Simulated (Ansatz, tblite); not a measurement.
# Si(NCO)2Me2 (C₄H₆N₂O₂Si): a ladder of methods and basis sets, part 2 of 2

How do method and basis change the picture of Si(NCO)2Me2 (C₄H₆N₂O₂Si) (singlet)?

Ansatz 0.2.0, Gaussian basis; as each input shows. The steps go on from the part before.

## (16) revPBE-D4/def2-TZVPD

File in.yaml:

```yaml
crystal:
  periodic: [false, false, false]
  atoms:
    - {symbol: Si, position_ang: [-0.085072, -0.001577, -0.059537]}
    - {symbol: N, position_ang: [-0.047733, 0.006544, 1.676404]}
    - {symbol: C, position_ang: [0.103334, 0.003265, 2.876077]}
    - {symbol: O, position_ang: [0.233264, 0.001169, 4.051593]}
    - {symbol: N, position_ang: [1.560217, 0.025669, -0.613918]}
    - {symbol: C, position_ang: [2.739261, 0.055765, -0.880365]}
    - {symbol: O, position_ang: [3.888469, 0.083777, -1.158351]}
    - {symbol: C, position_ang: [-0.946847, 1.548623, -0.650983]}
    - {symbol: H, position_ang: [-0.958805, 1.590299, -1.759027]}
    - {symbol: H, position_ang: [-0.427341, 2.452570, -0.275396]}
    - {symbol: H, position_ang: [-1.994864, 1.575067, -0.289557]}
    - {symbol: C, position_ang: [-0.889773, -1.586790, -0.638481]}
    - {symbol: H, position_ang: [-1.934601, -1.650638, -0.272578]}
    - {symbol: H, position_ang: [-0.335111, -2.468238, -0.259690]}
    - {symbol: H, position_ang: [-0.904398, -1.635512, -1.746221]}
basis:
  gaussian: {orbitals: def2-TZVPD, initial_orbitals: start.molden}
hamiltonian: {xc: {name: revPBE}, dispersion: d4}
scf: {omitted_lower_state_checks: [starts]}
output: {orbitals: {seedname: orbitals}}
```

The run is started by

```
ansatz run in.yaml --threads 4 --pin off --events-out ev --progress --plain --max-ram 4787MiB
```

What it wrote:

```text
Functional definition: revPBE
  name "revPBE"
  cite "Zhang & Yang, Phys. Rev. Lett. 80, 890 (1998) doi:10.1103/PhysRevLett.80.890"
  cite "Perdew, Burke & Ernzerhof, Phys. Rev. Lett. 77, 3865 (1996) doi:10.1103/PhysRevLett.77.3865"
  parameter kappa = 1.245
  parameter beta = 0.06672455060314922
  exchange = pbe_x(kappa = kappa, mu = beta*pi^2/3)
  correlation = pbe_c(beta = beta)
these checks for a lower state are left out or cut short: starts
2003 factors; their error is unknown
mean field evaluation 1: about -19200.7316 eV, gradient 1.6e1 eV
mean field evaluation 2: about -19200.9497 eV, gradient 2.9e-1 eV
mean field evaluation 4: about -19200.9143 eV, gradient 1.2e-3 eV
mean field -19200.91426240 eV, -705.6205842960 hartree, gradient 3.1e-5 eV, S^2 0.000000; 0 other end points of the search recorded, 0 dependent functions left out
reference -19200.91436753 eV, -705.6205881595 hartree; 37, 37 occupied and 362, 362 virtual orbitals, 2003 factors
Total energy: -19202.03680198 eV, -705.6618368649 hartree
Checks for a lower state left out: starts
```

Run time: 9 s. Hardware: 4 threads of Intel Xeon at 2.70GHz, shared host.

From the report: HOMO -7.04 eV, LUMO -0.91 eV.

## (17) CCSD(T)/def2-SVP

in.yaml, as its differences from that of step 16:

```diff
@@ -19,4 +19,4 @@
 basis:
-  gaussian: {orbitals: def2-TZVPD, initial_orbitals: start.molden}
-hamiltonian: {xc: {name: revPBE}, dispersion: d4}
+  gaussian: {orbitals: def2-SVP, initial_orbitals: start.molden}
+correlation: {method: ccsd_t}
 scf: {omitted_lower_state_checks: [starts]}
```

The command is unchanged.

What it wrote, shortened:

```text
Functional definition: HF
  name "HF"
  cite "Fock, Z. Phys. 61, 126 (1930) doi:10.1007/BF01340294"
  parent pbe
[...]
1602 factors; integrals over basis functions are off by at most 1.3e-3 eV
[...]
mean field -19109.19526359 eV, -702.2499732591 hartree, gradient 1.7e-6 eV, S^2 0.000000; 0 other end points of the search recorded, 0 dependent functions left out
13 core orbitals not correlated: weight in the atoms' cores, before any rotation towards them, 1.000 or more for the frozen orbitals, at most 0.000 for the correlated occupied ones
reference -19109.19526359 eV, -702.2499732591 hartree; 24, 24 occupied and 123, 123 virtual orbitals, 1602 factors
second order -35.23781549 eV of doubles, -0.00000000 eV of singles
cycle   1  -34.80024991 eV  change    4.4e-1 eV  update   1.8e-1
[...]
cycle   9  -36.17552638 eV  change   -1.1e-5 eV  update   2.1e-5
perturbative correction -1.40197403 eV, -0.0515215952 hartree
Total energy: -19146.77276399 eV, -703.6309209281 hartree
Checks for a lower state left out: starts
```

It took 65 s on 4 threads of Intel Xeon at 2.70GHz, shared host; peak memory 1.8 GiB.

From the report: Hartree-Fock HOMO -11.59 eV, LUMO 3.96 eV; T1 0.016.

## (18) MP2/def2-TZVP

in.yaml, as its differences from that of step 17:

```diff
@@ -19,4 +19,4 @@
 basis:
-  gaussian: {orbitals: def2-SVP, initial_orbitals: start.molden}
-correlation: {method: ccsd_t}
+  gaussian: {orbitals: def2-TZVP, initial_orbitals: start.molden}
+correlation: {method: mp2}
 scf: {omitted_lower_state_checks: [starts]}
```

The command is unchanged.

What it wrote:

```text
Functional definition: HF
  name "HF"
  cite "Fock, Z. Phys. 61, 126 (1930) doi:10.1007/BF01340294"
  parent pbe
  exchange = exact_x
  correlation = 0
these checks for a lower state are left out or cut short: starts
2120 factors; integrals over basis functions are off by at most 1.2e-3 eV
mean field evaluation 1: about -19123.1421 eV, gradient 3.8e1 eV
mean field evaluation 2: about -19124.6637 eV, gradient 1.6e0 eV
mean field evaluation 4: about -19125.2837 eV, gradient 2.0e-2 eV
mean field evaluation 8: about -19125.2838 eV, gradient 2.2e-6 eV
mean field -19125.28375372 eV, -702.8412143661 hartree, gradient 6.4e-6 eV, S^2 0.000000; 0 other end points of the search recorded, 0 dependent functions left out
13 core orbitals not correlated: weight in the atoms' cores, before any rotation towards them, 1.000 or more for the frozen orbitals, at most 0.000 for the correlated occupied ones
reference -19125.28375372 eV, -702.8412143661 hartree; 24, 24 occupied and 284, 284 virtual orbitals, 2120 factors
second order -43.06785303 eV of doubles, -0.00000000 eV of singles
Total energy: -19168.35160675 eV, -704.4239287726 hartree
Checks for a lower state left out: starts
```

Wall time 12 s (4 threads of Intel Xeon at 2.70GHz, shared host); peak memory 1.1 GiB.

Hartree-Fock HOMO -11.64 eV, LUMO 2.88 eV.

## (19) RPA/def2-TZVP

in.yaml, as its differences from that of step 18:

```diff
@@ -20,4 +20,4 @@
   gaussian: {orbitals: def2-TZVP, initial_orbitals: start.molden}
-correlation: {method: mp2}
+hamiltonian: {xc: pbe}
+correlation: {method: rpa}
 scf: {omitted_lower_state_checks: [starts]}
-output: {orbitals: {seedname: orbitals}}
```

Same command.

What it wrote, shortened:

```text
Functional definition: PBE
  name "PBE"
  cite "Perdew, Burke & Ernzerhof, Phys. Rev. Lett. 77, 3865 (1996) doi:10.1103/PhysRevLett.77.3865"
  parent pbe
[...]
2120 factors; integrals over basis functions are off by at most 1.2e-3 eV
[...]
mean field -19188.66089700 eV, -705.1702814231 hartree, gradient 2.3e-6 eV, S^2 0.000000; 0 other end points of the search recorded, 0 dependent functions left out
13 core orbitals not correlated: weight in the atoms' cores, before any rotation towards them, 1.000 or more for the frozen orbitals, at most 0.000 for the correlated occupied ones
reference -19122.35888394 eV, -702.7337273844 hartree; 24, 24 occupied and 284, 284 virtual orbitals, 2120 factors
Total energy: -19189.39794968 eV, -705.1973676095 hartree
Checks for a lower state left out: starts
```

Wall time 15 s (4 threads of Intel Xeon at 2.70GHz, shared host); peak memory 1 GiB.

## (20) Comparison

```csv
level,functions,HOMO (eV),LUMO (eV),gap (eV),time
HF/STO-3G,55,-8.15,8.91,17.06,0.55 s
HF/6-31G,97,-11.44,4.24,15.68,1.5 s
LDA/def2-TZVP,321,-7.26,-1.06,6.19,3.4 s
PBE-D4/def2-SVP,160,-6.87,-0.50,6.38,2 s
PBE-D4/def2-TZVP,321,-7.07,-0.76,6.31,5.5 s
PBE-D4/def2-TZVPD,399,-7.10,-0.93,6.18,8 s
revPBE-D4/def2-TZVP,321,-7.00,-0.65,6.35,5 s
revPBE-D4/def2-TZVPD,399,-7.04,-0.91,6.13,9 s
r2SCAN-D4/def2-TZVP,321,-7.37,-0.46,6.91,7.5 s
B3LYP-D4/6-31G,97,-7.95,0.24,8.19,2.1 s
B3LYP-D4/def2-TZVP,321,-8.20,-0.02,8.17,7.5 s
PBE0-D4/def2-SVP,160,-8.28,0.45,8.73,2.7 s
PBE0-D4/def2-TZVP,321,-8.41,0.23,8.64,8 s
PBE0-D4/def2-TZVPD,399,-8.44,-0.32,8.12,15 s
```

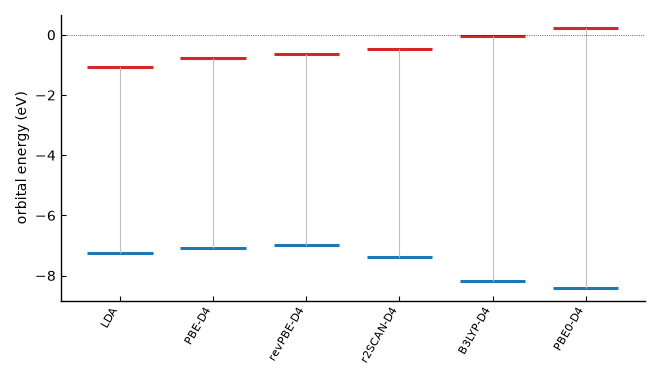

Highest filled (blue) and lowest empty (red) level in def2-TZVP.

Energy pieces by basis (eV):

```
    basis           HF  MP2 correlation  CCSD correlation      (T)              total
 def2-SVP  -19109.1953         -35.2378          -36.1755  -1.4020        -19146.7728
def2-TZVP  -19125.2838         -43.0679                             -19168.3516 (MP2)
```

## (21) Binding energy

Free atoms were run apart at each level; binding is atoms less cluster, divided by the number of atoms, without zero-point or spin-orbit terms.

Differences are taken before rounding.

```
              method  binding an atom (eV)  from CCSD(T)/def2-SVP (eV)    time
           HF/STO-3G                 3.322                      -1.104  0.55 s
            HF/6-31G                 2.762                      -1.663   1.5 s
         HF/def2-SVP                 3.278                      -1.148        
        HF/def2-TZVP                 3.238                      -1.188        
       LDA/def2-TZVP                 5.479                      +1.053   3.4 s
     PBE-D4/def2-SVP                 4.936                      +0.510     2 s
    PBE-D4/def2-TZVP                 4.891                      +0.466   5.5 s
   PBE-D4/def2-TZVPD                 4.890                      +0.465     8 s
 revPBE-D4/def2-TZVP                 4.752                      +0.326     5 s
revPBE-D4/def2-TZVPD                 4.750                      +0.324     9 s
 r2SCAN-D4/def2-TZVP                 4.726                      +0.300   7.5 s
      B3LYP-D4/6-31G                 4.373                      -0.053   2.1 s
  B3LYP-D4/def2-TZVP                 4.711                      +0.285   7.5 s
    PBE0-D4/def2-SVP                 4.771                      +0.345   2.7 s
   PBE0-D4/def2-TZVP                 4.731                      +0.305     8 s
  PBE0-D4/def2-TZVPD                 4.731                      +0.305    15 s
        MP2/def2-SVP                 4.565                      +0.139        
       MP2/def2-TZVP                 4.672                      +0.246    12 s
       CCSD/def2-SVP                 4.347                      -0.079        
    CCSD(T)/def2-SVP                 4.426                           0    65 s
```

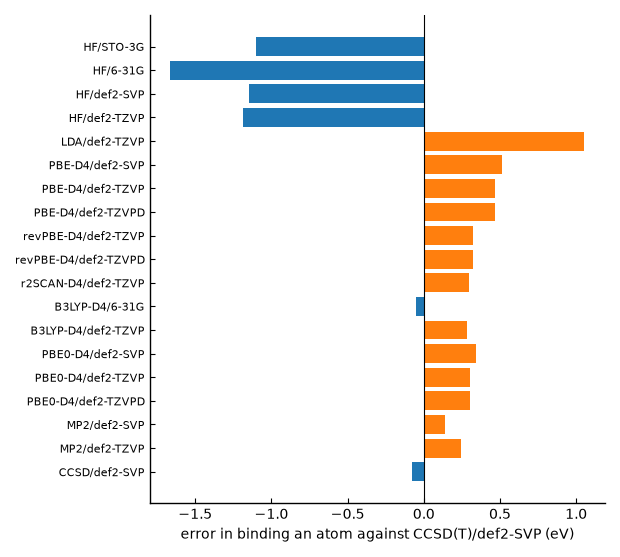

Error of each method against CCSD(T)/def2-SVP.

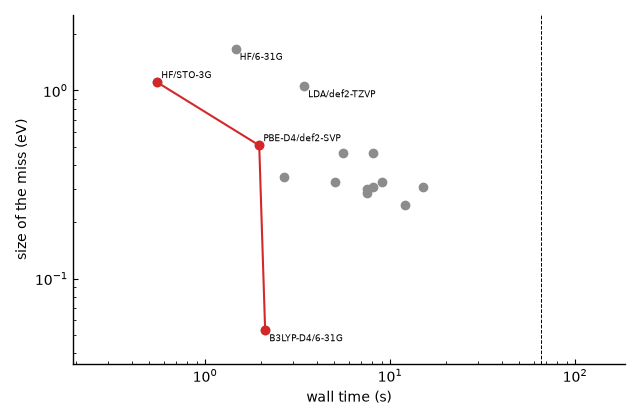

Accuracy for the time spent; red marks the levels that beat every quicker one drawn (of those quicker than the yardstick), and the dashed line is the time of CCSD(T)/def2-SVP. Only those levels and the largest misses are named. Times are from a shared host.

## (22) Summary of results

This closing draws on all 2 parts.

| quantity | value |
| --- | --- |
| gap in def2-TZVP, named functionals, smallest and largest | 6.19 eV (LDA), 8.64 eV (PBE0-D4) |
| correlation energy, CCSD(T)/def2-SVP | -37.58 eV |
| correlation energy, MP2/def2-TZVP | -43.07 eV |
| binding an atom, CCSD(T)/def2-SVP | 4.426 eV |
| PBE0 total energy, smallest basis above largest | 15.72 eV (def2-SVP, def2-TZVPD) |

**Reading.** Orbital gaps of the named functionals in def2-TZVP span 6.19 eV (LDA) to 8.64 eV (PBE0-D4); exact exchange widens it. A small miss in a minimal or small basis is a cancelling of errors, not accuracy. The functionals in def2-TZVP miss CCSD(T)/def2-SVP by +0.285 (B3LYP-D4) to +1.053 eV (LDA) an atom. The yardstick is in a double-zeta basis, so levels in larger sets aren't compared like for like. CCSD(T)/def2-SVP isn't at the basis-set limit; small misses against it rank nothing.

B3LYP-D4/6-31G reaches 0.053 eV from the reference in 2.1 s, where CCSD(T)/def2-SVP took 65 s; the quickest level in the cost chart, HF/STO-3G, takes 0.55 s and misses by 1.104 eV. The slowest run with a step of its own, CCSD(T)/def2-SVP, took 65 s; the quickest functional in def2-TZVP took 3.4 s (shared host).
